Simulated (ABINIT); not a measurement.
**InP (F-43m): G0W0 in ABINIT against the plane-wave cutoff**

How does the gap of InP (F-43m) converge in the plane-wave cutoff?

Main program and level: ABINIT 10.8.3; PBE and many-body steps on it, plane waves.

The database entry behind the starting cell differs from later determinations by our own check (0.1 to 0.3 % short, probably kX units), so it need not match the best structure at ambient conditions.

## 1. Starting point

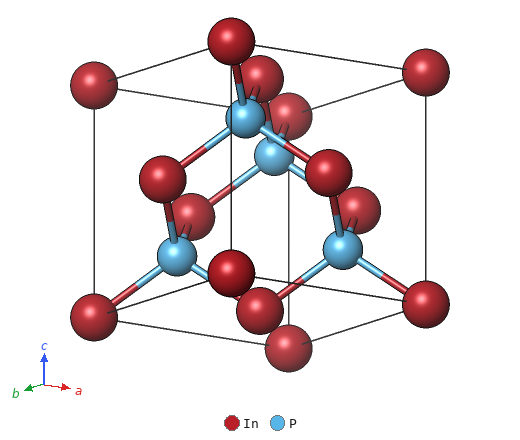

Start, viewed from a free direction; indium red, phosphorus blue. This picture shows the conventional cell, with its axes. Bonds to atoms that aren't drawn are left out. Some periodic images of atoms are drawn too.

The cell and positions come from the Crystallography Open Database and are kept as given unless a step says otherwise.

## 2. Empty states on the mesh, 4×4×4 mesh, 98 bands

This step: ABINIT 10.8.3; DFT, PBE, plane waves, norm-conserving pseudopotentials.

The sums over transitions need many empty states on a uniform mesh; this step solves for them.

File run.abi:

```
acell 3*1.0 Angstrom
rprim 
  -0.000000000000 2.930500000000 2.930500000000
  2.930500000000 -0.000000000000 2.930500000000
  2.930500000000 2.930500000000 -0.000000000000
ntypat 2
znucl 49 15
natom 2
typat 1 2
xred 
  0.000000000000 0.000000000000 0.000000000000
  0.250000000000 0.250000000000 0.250000000000
pp_dirpath "pseudos"
pseudos "In.upf, P.upf"
ecut 31
ngkpt 4 4 4
nshiftk 1
shiftk 0 0 0
kptopt 1
chksymbreak 0
irdden 1
istwfk *1
nband 98
prtvol 0
optdriver 6
gwr_task "HDIAGO"
paral_kgb 0
occopt 1
indata_prefix "in"
outdata_prefix "out"
tmpdata_prefix "tmp"
```

Started as:

```console
OMP_NUM_THREADS=1 mpirun -n 4 abinit run.abi > log
```

Numbers of over 12 decimals in the logs are rounded to 6 here.

Output:

```text
.Version 10.8.3 of ABINIT. v10.8.2 released Aug 2026.

 Symmetries : space group F-4 3 m (#216); Bravais cF (face-center cubic)
[... echo of the input left out ...]
== DATASET  1 ==================================================================
-   mpi_nproc: 4, omp_nthreads: 1 (-1 if OMP is not activated)

--- !DatasetInfo
iteration_state: {dtset: 1, }
dimensions: {natom: 2, nkpt: 8, mband: 98, nsppol: 1, nspinor: 1, nspden: 1, mpw: 2826, }
cutoff_energies: {ecut:  31.0, pawecutdg:  -1.0, }
[...]
Direct band gap semiconductor
 Fundamental gap:     0.709 (eV)
   VBM:     4.474 (eV) at k: [ 0.0000E+00,  0.0000E+00,  0.0000E+00]
   CBM:     5.183 (eV) at k: [ 0.0000E+00,  0.0000E+00,  0.0000E+00]
 Direct gap:         0.709 (eV) at k: [ 0.0000E+00,  0.0000E+00,  0.0000E+00]

== END DATASET(S) ==============================================================
================================================================================

 -outvars: echo values of variables after computation  --------
           etotal      0.0000000000E+00
            nband          98
             nkpt           8
          spgroup         216
 [... the other variables as echoed above ...]

 Calculation completed.
```

It took 38 s on 4 MPI ranks of Arm Neoverse V1, shared host; peak memory 2 GiB.

This step gave:

| Item | Value |
| --- | --- |
| gap | 0.7094 eV |
| k of the valence top | 0, 0, 0 |
| k of the conduction bottom | 0, 0, 0 |
| least direct gap | 0.7094 eV |
| k points computed | 8 |
| lowest point of the top converged band, above the valence top | 68.9617 eV |

On this mesh the gap is 0.709 eV.

The density comes from a self-consistent run that is not shown.

## 3. Empty states on the mesh, 4×4×4 mesh, 33 bands

Edit run.abi of step 2 so:

```diff
@@ -14,3 +14,3 @@
 pseudos "In.upf, P.upf"
-ecut 31
+ecut 19
 ngkpt 4 4 4
@@ -20,10 +20,10 @@
 chksymbreak 0
+iscf -2
 irdden 1
 istwfk *1
-nband 98
+nband 33
+nbdbuf 4
+tolwfr 1e-09
+nstep 60
 prtvol 0
-optdriver 6
-gwr_task "HDIAGO"
-paral_kgb 0
-occopt 1
 indata_prefix "in"
```

Output:

```text
.Version 10.8.3 of ABINIT. v10.8.2 released Aug 2026.

 Symmetries : space group F-4 3 m (#216); Bravais cF (face-center cubic)
[... echo of the input left out ...]
== DATASET  1 ==================================================================
-   mpi_nproc: 4, omp_nthreads: 1 (-1 if OMP is not activated)

--- !DatasetInfo
iteration_state: {dtset: 1, }
dimensions: {natom: 2, nkpt: 8, mband: 33, nsppol: 1, nspinor: 1, nspden: 1, mpw: 1363, }
cutoff_energies: {ecut:  19.0, pawecutdg:  -1.0, }
[...]
0.57927    0.57927    0.57927    0.67764    0.96191    0.96191    0.96191    1.05276
   1.05276    1.05276    1.07345    1.07345    1.07345    1.07674    1.07674    1.20326
   1.39080
 prteigrs : prtvol=0 or 1, do not print more k-points.

== END DATASET(S) ==============================================================
================================================================================

 -outvars: echo values of variables after computation  --------
            nband          33
             nkpt           8
          spgroup         216
 [... the other variables as echoed above ...]

 Calculation completed.
```

Wall time 4.7 s (4 MPI ranks); peak memory 0.23 GiB.

Numbers from this step:

```
gap                                                           : 0.6740 eV
k of the valence top                                          : 0, 0, 0
k of the conduction bottom                                    : 0, 0, 0
least direct gap                                              : 0.6740 eV
k points computed                                             : 8
lowest point of the top converged band, above the valence top : 24.57 eV
```

On this mesh the gap is 0.674 eV.

## 4. Empty states on the mesh, 4×4×4 mesh, 33 bands

Edit run.abi of step 3 so:

```diff
@@ -14,3 +14,3 @@
 pseudos "In.upf, P.upf"
-ecut 19
+ecut 25
 ngkpt 4 4 4
```

Output:

```text
.Version 10.8.3 of ABINIT. v10.8.2 released Aug 2026.

 Symmetries : space group F-4 3 m (#216); Bravais cF (face-center cubic)
[... echo of the input left out ...]
== DATASET  1 ==================================================================
-   mpi_nproc: 4, omp_nthreads: 1 (-1 if OMP is not activated)

--- !DatasetInfo
iteration_state: {dtset: 1, }
dimensions: {natom: 2, nkpt: 8, mband: 33, nsppol: 1, nspinor: 1, nspden: 1, mpw: 2085, }
cutoff_energies: {ecut:  25.0, pawecutdg:  -1.0, }
[...]
0.57750    0.57750    0.57750    0.67640    0.96091    0.96091    0.96091    1.05107
   1.05107    1.05107    1.07269    1.07269    1.07276    1.07276    1.07276    1.26888
   1.39369
 prteigrs : prtvol=0 or 1, do not print more k-points.

== END DATASET(S) ==============================================================
================================================================================

 -outvars: echo values of variables after computation  --------
            nband          33
             nkpt           8
          spgroup         216
 [... the other variables as echoed above ...]

 Calculation completed.
```

It took 6.8 s on 4 MPI ranks; peak memory 0.24 GiB; 27 s of CPU time.

This step gave:

```
gap                                                           : 0.7080 eV
k of the valence top                                          : 0, 0, 0
k of the conduction bottom                                    : 0, 0, 0
least direct gap                                              : 0.7080 eV
k points computed                                             : 8
lowest point of the top converged band, above the valence top : 24.52 eV
```

On this mesh the gap is 0.708 eV.

## 5. Empty states on the mesh, 4×4×4 mesh, 33 bands

Edit run.abi of step 4 so:

```diff
@@ -14,3 +14,3 @@
 pseudos "In.upf, P.upf"
-ecut 25
+ecut 39
 ngkpt 4 4 4
```

Output:

```text
.Version 10.8.3 of ABINIT. v10.8.2 released Aug 2026.

 Symmetries : space group F-4 3 m (#216); Bravais cF (face-center cubic)
[... echo of the input left out ...]
== DATASET  1 ==================================================================
-   mpi_nproc: 4, omp_nthreads: 1 (-1 if OMP is not activated)

--- !DatasetInfo
iteration_state: {dtset: 1, }
dimensions: {natom: 2, nkpt: 8, mband: 33, nsppol: 1, nspinor: 1, nspden: 1, mpw: 3984, }
cutoff_energies: {ecut:  39.0, pawecutdg:  -1.0, }
[...]
0.57733    0.57733    0.57733    0.67625    0.96072    0.96072    0.96072    1.05082
   1.05082    1.05082    1.07226    1.07226    1.07262    1.07262    1.07262    1.16272
   1.38735
 prteigrs : prtvol=0 or 1, do not print more k-points.

== END DATASET(S) ==============================================================
================================================================================

 -outvars: echo values of variables after computation  --------
            nband          33
             nkpt           8
          spgroup         216
 [... the other variables as echoed above ...]

 Calculation completed.
```

It took 12 s on 4 MPI ranks; peak memory 0.28 GiB; 49 s of CPU time.

Numbers from this step:

```yaml
gap: 0.7091 eV
k_of_the_valence_top: 0, 0, 0
k_of_the_conduction_bottom: 0, 0, 0
least_direct_gap: 0.7091 eV
k_points_computed: 8
lowest_point_of_the_top_converged_band_above_the_valence_top: 24.50 eV
```

On this mesh the gap is 0.709 eV.

## 6. Screening, 4×4×4 mesh, 29 bands, screening to 106.1 eV

The RPA dielectric matrix is built and inverted for each q.

This step: RPA screening on PBE, plane waves, norm-conserving pseudopotentials.

Edit run.abi of step 5 so:

```diff
@@ -14,3 +14,3 @@
 pseudos "In.upf, P.upf"
-ecut 39
+ecut 19
 ngkpt 4 4 4
@@ -20,10 +20,11 @@
 chksymbreak 0
-iscf -2
-irdden 1
 istwfk *1
-nband 33
-nbdbuf 4
-tolwfr 1e-09
-nstep 60
-prtvol 0
+occopt 1
+irdwfk 1
+optdriver 3
+nband 29
+ecuteps 3.9
+inclvkb 2
+awtr 1
+symchi 1
 indata_prefix "in"
```

Output:

```text
.Version 10.8.3 of ABINIT. v10.8.2 released Aug 2026.

 Symmetries : space group F-4 3 m (#216); Bravais cF (face-center cubic)
[... echo of the input left out ...]
== DATASET  1 ==================================================================
-   mpi_nproc: 4, omp_nthreads: 1 (-1 if OMP is not activated)

--- !DatasetInfo
iteration_state: {dtset: 1, }
dimensions: {natom: 2, nkpt: 8, mband: 29, nsppol: 1, nspinor: 1, nspden: 1, mpw: 1363, }
cutoff_energies: {ecut:  19.0, pawecutdg:  -1.0, }
electrons: {nelect:   1.80000000E+01, charge:   0.00000000E+00, occopt:   1.00000000E+00, tsmear:   1.00000000E-02, }

 SCREENING: Calculation of the susceptibility and dielectric matrices

 Based on a program developped by R.W. Godby, V. Olevano, G. Onida, and L. Reining.
 Incorporated in ABINIT by V. Olevano, G.-M. Rignanese, and M. Torrent.
.Using double precision arithmetic ; gwpc =  8

[... cell and pseudopotentials left out ...]
--------------------------------------------------------------------------------

 ==== K-mesh for the wavefunctions ====
 Number of points in the irreducible wedge :     8
[... list of points left out ...]
 Together with 24 symmetry operations and time-reversal symmetry
 yields    64 points in the full Brillouin Zone.

 ==== Q-mesh for the screening function ====
 Number of points in the irreducible wedge :     8
[... list of points left out ...]
 Together with 24 symmetry operations and time-reversal symmetry
 yields    64 points in the full Brillouin Zone.

 setmesh: FFT mesh size selected  =    24x   24x   24
          total number of points  =        13824

 vcoul_init : cutoff-mode = AUXILIARY_FUNCTION
 q-points for optical limit:   1
     1)      0.000010    0.000020    0.000030

- screening: taking advantage of time-reversal symmetry
- Maximum band index for partially occupied states nbvw = 9
- Remaining bands to be divided among processors   nbcw = 20
- Number of bands treated by each node ~5

 Number of electrons calculated from density =   18.0000; Expected =   18.0000
 average of density, n =  0.052993
 r_s =    1.6516
 omega_plasma =   22.2058 [eV]

 calculating chi0 at frequencies [eV] :
  1    0.000000E+00    0.000000E+00
  2    0.000000E+00    2.220578E+01

--------------------------------------------------------------------------------
  q-point number  1        q = ( 0.000000, 0.000000, 0.000000) [r.l.u.]
--------------------------------------------------------------------------------
[... chi0 elements left out ...]
 For q-point:  0.000010 0.000020 0.000030
  dielectric constant =  47.3883
  dielectric constant without local fields =  50.3453

  Average fulfillment of the sum rule on Im[epsilon] for q-point    1 :     32.52  [%]
[... wings left out ...]
  q-point number  2        q = ( 0.250000, 0.000000, 0.000000) [r.l.u.]
--------------------------------------------------------------------------------
[... chi0 elements left out ...]
  Average fulfillment of the sum rule on Im[epsilon] for q-point    2 :     53.95  [%]

 [... 6 further q-points ...]
```

The job ended after 4.7 s (4 MPI ranks; peak memory 0.36 GiB).

Numbers from this step:

| Item | Value |
| --- | --- |
| ε∞ with local fields, on this mesh, along the program's q direction | 47.39 |
| the same without local fields | 50.35 |
| plasma frequency | 22.21 eV |
| plane waves in the screening matrix | 137 |

Local fields lower ε∞ by 6 %. On a Γ-centred mesh this coarse the value itself is usually too large, while a short band sum pulls it down.

## 7. 19 Ha

This step: G0W0 on PBE, plane waves, norm-conserving pseudopotentials.

Edit run.abi of step 6 so:

```diff
@@ -23,8 +23,15 @@
 irdwfk 1
-optdriver 3
+optdriver 4
 nband 29
+gwcalctyp 0
+ecutsigx 19
+symsigma 1
+nkptgw 1
+kptgw 
+  0.0000000000 0.0000000000 0.0000000000
+bdgw 
+  7 13
 ecuteps 3.9
-inclvkb 2
-awtr 1
-symchi 1
+irdscr 1
+ppmodel 1
 indata_prefix "in"
```

Output:

```text
.Version 10.8.3 of ABINIT. v10.8.2 released Aug 2026.

 Symmetries : space group F-4 3 m (#216); Bravais cF (face-center cubic)
[... echo of the input left out ...]
== DATASET  1 ==================================================================
-   mpi_nproc: 4, omp_nthreads: 1 (-1 if OMP is not activated)

--- !DatasetInfo
iteration_state: {dtset: 1, }
dimensions: {natom: 2, nkpt: 8, mband: 29, nsppol: 1, nspinor: 1, nspden: 1, mpw: 1363, }
cutoff_energies: {ecut:  19.0, pawecutdg:  -1.0, }
electrons: {nelect:   1.80000000E+01, charge:   0.00000000E+00, occopt:   1.00000000E+00, tsmear:   1.00000000E-02, }

 SIGMA: Calculation of the GW corrections

 Based on a program developped by R.W. Godby, V. Olevano, G. Onida, and L. Reining.
 Incorporated in ABINIT by V. Olevano, G.-M. Rignanese, and M. Torrent.
.Using double precision arithmetic ; gwpc =  8

[... cell and pseudopotentials left out ...]
--------------------------------------------------------------------------------

 ==== K-mesh for the wavefunctions ====
 Number of points in the irreducible wedge :     8
[... list of points left out ...]
 Together with 24 symmetry operations and time-reversal symmetry
 yields    64 points in the full Brillouin Zone.

 ==== Q-mesh for screening function ====
 Number of points in the irreducible wedge :     8
[... list of points left out ...]
 Together with 24 symmetry operations and time-reversal symmetry
 yields    64 points in the full Brillouin Zone.

 vcoul_init : cutoff-mode = AUXILIARY_FUNCTION
 q-points for optical limit:   1
     1)      0.000010    0.000020    0.000030
 setmesh: FFT mesh size selected  =    32x   32x   32
          total number of points  =        32768

 Number of electrons calculated from density =   18.0000; Expected =   18.0000
 average of density, n =  0.052993
 r_s =    1.6516
 omega_plasma =   22.2058 [eV]

 === KS Band Gaps ===
  >>>> For spin  1
   Minimum direct gap =   0.6742 [eV], located at k-point      :   0.0000  0.0000  0.0000
   Fundamental gap    =   0.6742 [eV], Top of valence bands at :   0.0000  0.0000  0.0000
                                       Bottom of conduction at :   0.0000  0.0000  0.0000
 SIGMA fundamental parameters:
 PLASMON POLE MODEL  1
 number of plane-waves for SigmaX                 1363
 number of plane-waves for SigmaC and W            137
 number of plane-waves for wavefunctions          1363
 number of bands                                    29
 number of independent spin polarizations            1
 number of spinorial components                      1
 number of k-points in IBZ                           8
 number of q-points in IBZ                           8
 number of symmetry operations                      24
 number of k-points in BZ                           64
 number of q-points in BZ                           64
 number of frequencies for dSigma/dE                 9
 frequency step for dSigma/dE [eV]                0.25
 number of omega for Sigma on real axis              0
 max omega for Sigma on real axis  [eV]           0.00
 zcut for avoiding poles [eV]                     0.10

 EPSILON^-1 parameters (SCR file):
 dimension of the eps^-1 matrix on file            137
 dimension of the eps^-1 matrix used               137
 number of plane-waves for wavefunctions          1363
 number of bands                                    29
 number of q-points in IBZ                           8
 number of frequencies                               2
 number of real frequencies                          1
 number of imag frequencies                          1

 matrix elements of self-energy operator (all in [eV])

 Perturbative Calculation

--- !SelfEnergy_ee
iteration_state: {dtset: 1, }
kpoint     : [   0.000,    0.000,    0.000, ]
spin       : 1
KS_gap     :    0.674
QP_gap     :    0.994
Delta_QP_KS:    0.320
data: !SigmaeeData |
     Band     E0 <VxcDFT>   SigX SigC(E0)      Z dSigC/dE  Sig(E)    E-E0       E
        7   4.501 -12.510 -14.154   1.987   0.773  -0.294 -12.245   0.265   4.765
        8   4.501 -12.510 -14.154   1.987   0.773  -0.294 -12.245   0.265   4.765
        9   4.501 -12.510 -14.154   1.987   0.773  -0.294 -12.245   0.265   4.765
       10   5.175 -11.343  -7.565  -3.037   0.788  -0.269 -10.759   0.584   5.759
       11   8.566 -10.248  -6.417  -3.262   0.795  -0.258  -9.796   0.453   9.019
       12   8.566 -10.248  -6.417  -3.262   0.795  -0.258  -9.796   0.453   9.019
       13   8.566 -10.248  -6.417  -3.262   0.795  -0.258  -9.796   0.453   9.019

== END DATASET(S) ==============================================================
================================================================================

 -outvars: echo values of variables after computation  --------
           etotal      0.0000000000E+00
            nband          29
             nkpt           8
          spgroup         216
 [... the other variables as echoed above ...]

 Calculation completed.
```

Elapsed: 2.8 s, on 4 MPI ranks; peak memory 0.1 GiB; 11 s of CPU time.

Numbers from this step:

```yaml
g0w0_gap_on_the_points_computed: 0.9940 eV
starting_gap_on_the_mesh: 0.6740 eV
k_of_the_valence_top: 0, 0, 0
k_of_the_conduction_bottom: 0, 0, 0
z_at_the_valence_top: 0.773
z_at_the_conduction_bottom: 0.788
least_direct_g0w0_gap_on_the_computed_points: 0.9940 eV
```

(Continued in part 2 of 2.)

[Paths, hosts, dates, memory and timing lines, banners, echoed tables and standing remarks are left out of the program output.]

[Logs are printed without paths, hosts, clocks, repeated set-up lines and the standing remarks that a program may print on its own settings, such as how far it seeks lower states.]

[Runs of the session that timed out or met a known fault of the program may be left out.]

[Hosts, paths, dates, database ids (printed as entryN), source tags and the programs' standing remarks are cut or masked in the printed files.]

[G0W0 gaps are taken among the corrected bands and points alone; a level outside them can change the order at an edge.]

[Where Ansatz stands beside ABINIT at settings called matched, ABINIT's density can come from a denser mesh and the files from another edition; pairs whose starting gaps differed by over 0.03 eV were left out, so agreement reads better than it is.]
